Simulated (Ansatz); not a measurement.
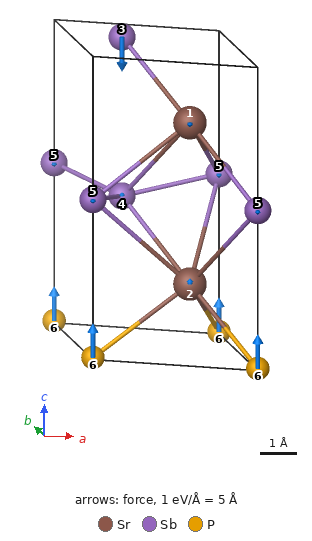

Starting geometry of a crystal of Sr$_{2}$Sb$_{3}$P (built on the Y2Ga3Cu-156 type type) with the computed forces as blue arrows. Style: ball-and-stick. Shown: the cell of the calculation, slightly off an axis.

Method: Ansatz, DFT, r2SCAN+rVV10, plane waves, PAW. Settings: plane-wave cutoff 500 eV; k-point mesh 6 × 6 × 4; occupations fermi dirac; smearing width 0.03 eV; no spin polarisation; cell and atoms relaxed; force threshold 0.01 eV/Å; at most 120 steps.

> What follows when this structure is relaxed?

It isn't relaxed: the largest force vector, on Sb3, is 0.20 eV/Å. The atoms end up moving mostly along the starting forces (cosine between the two patterns 0.91). The energy falls by 10.6 meV per atom in 4 accepted moves (5 points after the start). The largest force component goes from 0.2 to 0.007 eV/Å. Pressure: 1.00 GPa at the start and −0.02 GPa at the end. The SCF was repeated once at an unchanged geometry on a basis and grid sized afresh for the cell, which shifted the energy by 0.1 meV per atom at most. The largest move relative to the cell is that of P6, 0.19 Å along +c. Largest moves by element: P 0.19 Å, Sb 0.12 Å, Sr 0.06 Å. The drawn cell changes as follows: a = b 4.864 → 4.861 Å (−0.1 %), c 8.768 → 9.037 Å (+3.1 %); the volume changes by +2.9 %. Near-neighbour distances that change, for instance: Sr1–P6 3.519 → 3.713 Å, Sr2–Sb3 3.498 → 3.614 Å, Sr2–P6 3.438 → 3.368 Å, Sr2–Sb5 3.816 → 3.883 Å. The space group stays P3m1 (No. 156).
